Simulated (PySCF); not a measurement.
# UB2PLYP/STO-6G run of SiCl2F (SMILES F[Si](Cl)Cl)

Aim: the vertical doublet–quartet gap of SiCl2F at UB2PLYP/STO-6G, from 2 runs. Input form: a Python script.

Program for the calculation: PySCF 2.14.0.

9 further runs of the same task are left out: 2 that didn't finish, 7 set aside as unsound or not needed.

### 1 The system as given

SiCl2F: 4 atoms, total charge 0, spin state doublet. As SMILES, `F[Si](Cl)Cl`. The coordinates come from a GFN2-xTB relaxation.

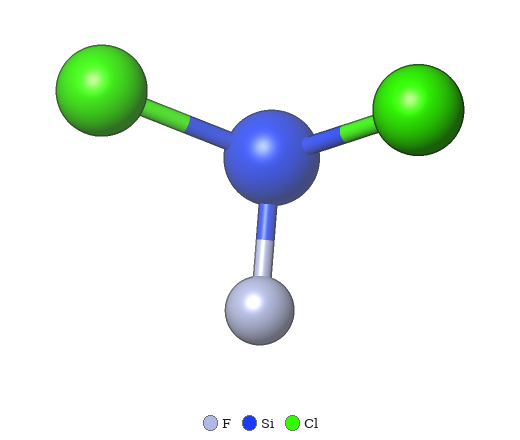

The structure, seen from a chosen angle (fluorine light blue, silicon blue, chlorine green).

### 2 A single-point energy at UB2PLYP/STO-6G

Input file run.py:

```python
from pyscf import gto, dft, mp

mol = gto.Mole()
mol.atom = '''
F    1.188320  -0.376450   0.907180
Si   0.062910  -0.422220  -0.255610
Cl  -1.686390  -0.399210   0.731740
Cl   0.435160   1.197870  -1.383320
'''
mol.verbose = 4
mol.max_memory = 1860
mol.basis = 'sto-6g'
mol.charge = 0
mol.spin = 1
mol.build()

mf = dft.UKS(mol)
mf.xc = '0.53*HF + 0.47*B88, 0.73*LYP'
mf.conv_tol = 1e-10
mf.grids.level = 5
mf.kernel()
if not mf.converged:
    mf = mf.newton().run(mf.mo_coeff, mf.mo_occ)

pt = mp.MP2(mf, frozen=16).run()
etot = mf.e_tot + 0.27 * pt.e_corr
print('PT2 part  %.8f' % (0.27 * pt.e_corr))
print('Final energy', etot)
```

Launch:

```
$ OMP_NUM_THREADS=1 python run.py
```

Output:

```text
PySCF version 2.14.0

[INPUT] num. atoms = 4
[INPUT] num. electrons = 57
[INPUT] charge = 0
[INPUT] spin (= nelec alpha-beta = 2S) = 1
[INPUT] symmetry False subgroup None
[INPUT] Mole.unit = angstrom
[INPUT] Symbol           X                Y                Z      unit          X                Y                Z       unit  Magmom
[INPUT]  1 F      1.188320000000  -0.376450000000   0.907180000000 AA    2.245599348343  -0.711387399593   1.714321745683 Bohr   0.0
[INPUT]  2 Si     0.062910000000  -0.422220000000  -0.255610000000 AA    0.118882670496  -0.797880164314  -0.483032894700 Bohr   0.0
[INPUT]  3 Cl    -1.686390000000  -0.399210000000   0.731740000000 AA   -3.186815239205  -0.754397566188   1.382788194389 Bohr   0.0
[INPUT]  4 Cl     0.435160000000   1.197870000000  -1.383320000000 AA    0.822333220366   2.263646232833  -2.614095942633 Bohr   0.0

[... 43 lines left out ...]
WARN: HOMO -0.187815681828081 >= LUMO -0.18781568182809
[... 42 lines left out ...]
converged SCF energy = -1304.44828791641  <S^2> = 0.75297209  2S+1 = 2.0029699
[... 1 line left out ...]
******** <class 'pyscf.mp.ump2.UMP2'> ********
nocc = (np.int64(13), np.int64(12)), nmo = (16, 16)
frozen orbitals 16
E(UMP2) = -1304.52610145363  E_corr = -0.0778135372198773
E(SCS-UMP2) = -1304.5264022211  E_corr = -0.0781143046841998
E_corr(same-spin) = -0.0176099307457534
E_corr(oppo-spin) = -0.0602036064741239
PT2 part  -0.02100966
Final energy -1304.469297571464
```

Wall time 9.6 s (1 thread of Arm Neoverse V1, shared host); peak memory 0.26 GiB.

### 3 The quartet, same level

Input file run.py:

```python
from pyscf import gto, dft, mp

molecule = gto.M(
    atom=[
    ('F', (1.188320, -0.376450, 0.907180)),
    ('Si', (0.062910, -0.422220, -0.255610)),
    ('Cl', (-1.686390, -0.399210, 0.731740)),
    ('Cl', (0.435160, 1.197870, -1.383320)),
],
    max_memory=1860,
    spin=3,
    verbose=3,
    charge=0,
    basis='sto-6g',
)

calc0 = dft.UKS(molecule)
calc0.xc = '0.53*HF + 0.47*B88, 0.73*LYP'
calc0.grids.level = 5
calc0.conv_tol = 1e-10
calc0.kernel()
if not calc0.converged:
    calc0 = calc0.newton().run(calc0.mo_coeff, calc0.mo_occ)

pt = mp.MP2(calc0, frozen=16).run()
energy = calc0.e_tot + 0.27 * pt.e_corr
print('PT2 part  %.8f' % (0.27 * pt.e_corr))
print('E(%s) = %.9f' % ('B2PLYP', energy))
```

Launch:

```
$ OMP_NUM_THREADS=1 python run.py
```

Output:

```text
WARN: HOMO 0.123485899689542 >= LUMO -0.482800271904881

WARN: HOMO 0.0440829876711232 >= LUMO -0.120729001169467

WARN: HOMO 0.0427018654149238 >= LUMO -0.183723639678916

WARN: HOMO 0.055377042869574 >= LUMO -0.177144087041939

WARN: HOMO 0.0503612812549771 >= LUMO -0.166290482072785

WARN: HOMO 0.0497471212900106 >= LUMO -0.166054852759118

WARN: HOMO 0.0496195650186592 >= LUMO -0.165993261616083

WARN: HOMO 0.0493192341370588 >= LUMO -0.165627123121076

WARN: HOMO 0.0489152452231531 >= LUMO -0.164768101716349

WARN: HOMO 0.0487923703433152 >= LUMO -0.165119173816751

WARN: HOMO 0.0484346603395019 >= LUMO -0.164450686401708

WARN: HOMO 0.0485425524207035 >= LUMO -0.166053495191127

WARN: HOMO 0.04849655266313 >= LUMO -0.165725016674936

WARN: HOMO 0.0484027196495083 >= LUMO -0.16545095298298

WARN: HOMO 0.048343994045826 >= LUMO -0.164939335644272

WARN: HOMO 0.0482546175813904 >= LUMO -0.164906197689322

WARN: HOMO 0.0482318211024713 >= LUMO -0.165029986713347

WARN: HOMO 0.0482277731526931 >= LUMO -0.16500743760672

WARN: HOMO 0.04822699783108 >= LUMO -0.165009641560899

WARN: HOMO 0.0482262832843706 >= LUMO -0.165012916948247

WARN: HOMO 0.0482265169392521 >= LUMO -0.165012777111554

WARN: HOMO 0.0482263180191778 >= LUMO -0.165012259660334

converged SCF energy = -1304.07751704337  <S^2> = 3.7523608  2S+1 = 4.0011802
E(UMP2) = -1304.15041616136  E_corr = -0.072899117983958
E(SCS-UMP2) = -1304.14710715974  E_corr = -0.0695901163701707
PT2 part  -0.01968276
E(B2PLYP) = -1304.097199805
```

Run time: 17 s. Hardware: 1 thread of Arm Neoverse V1, shared host; peak memory 0.26 GiB.

### 4 Summary of results

At UB2PLYP/STO-6G, 16 core orbitals frozen:

```
                                                         quantity           value
                                            doublet: total energy  -1304.46930 Eh
                                doublet: dipole moment (SCF part)          2.31 D
doublet: HOMO energy (SCF part's orbitals) (highest over α and β)        -6.12 eV
 doublet: LUMO energy (SCF part's orbitals) (lowest over α and β)         0.17 eV
                                                    doublet: ⟨S²⟩           0.753
                                            quartet: total energy  -1304.09720 Eh
                                quartet: dipole moment (SCF part)          1.68 D
                                                    quartet: ⟨S²⟩           3.752
                 vertical energy of the quartet above the doublet       10.125 eV
```

At this shape the quartet lies 10.13 eV (977 kJ/mol) above the doublet. In a minimal basis such a difference can be off by several eV, whatever the method.
